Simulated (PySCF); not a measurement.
C5H3ClFN (SMILES Fc1cccnc1Cl)

```yaml
atoms:
  - { symbol: F, position_ang: [1.7001, 1.8472, -0.4473] }
  - { symbol: C, position_ang: [0.8551, 0.8539, -0.2315] }
  - { symbol: C, position_ang: [-0.4246, 1.1048, 0.2350] }
  - { symbol: C, position_ang: [-1.2770, 0.0217, 0.4468] }
  - { symbol: C, position_ang: [-0.8007, -1.2586, 0.1788] }
  - { symbol: N, position_ang: [0.4320, -1.4893, -0.2698] }
  - { symbol: C, position_ang: [1.2374, -0.4742, -0.4709] }
  - { symbol: Cl, position_ang: [2.8355, -0.7776, -1.0536] }
  - { symbol: H, position_ang: [-0.7308, 2.1359, 0.4235] }
  - { symbol: H, position_ang: [-2.2938, 0.1732, 0.8136] }
  - { symbol: H, position_ang: [-1.4362, -2.1368, 0.3312] }
```

Geometry: PBE0-D3(BJ)/def2-SVP.

Theory: wB97X-D/def2-SVPD, SCF density, gas phase in PySCF.

Q: Predict the electron density and electron localisation function between the atoms.

A: C–N (1.31 Å): ρ is about 2.6 e/Å³ halfway; the ELF peaks at about 0.90 between the atoms: a covalent bond.
C–F (1.32 Å): ρ is about 2.4 e/Å³ halfway; the ELF peaks at about 0.85 between the atoms; a polar covalent bond.
C–C (1.38 Å): the density is about 2.1 e/Å³ at the midpoint; the ELF peaks at about 0.95 between the atoms; a covalent bond.
C–Cl (1.73 Å): the density is about 1.5 e/Å³ at the midpoint; the ELF peaks at about 0.90 between the atoms: a shared electron pair.

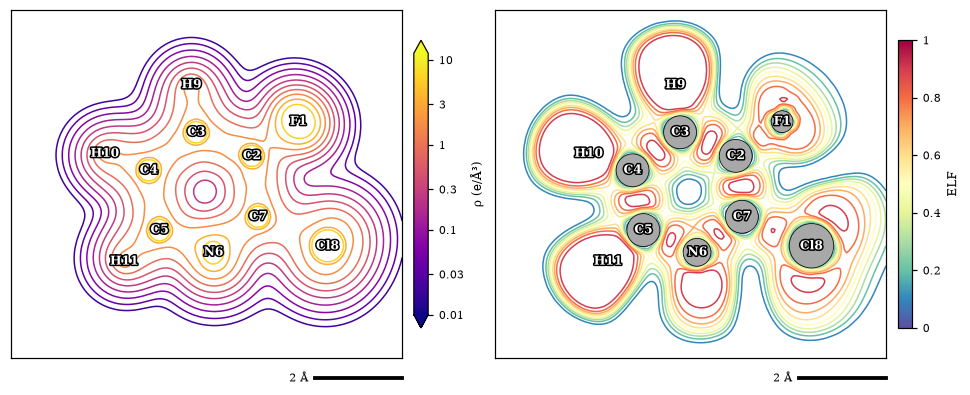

Computed electron density and electron localisation function on the molecular plane, in this order. Grey discs cover the atomic cores in the ELF map. 
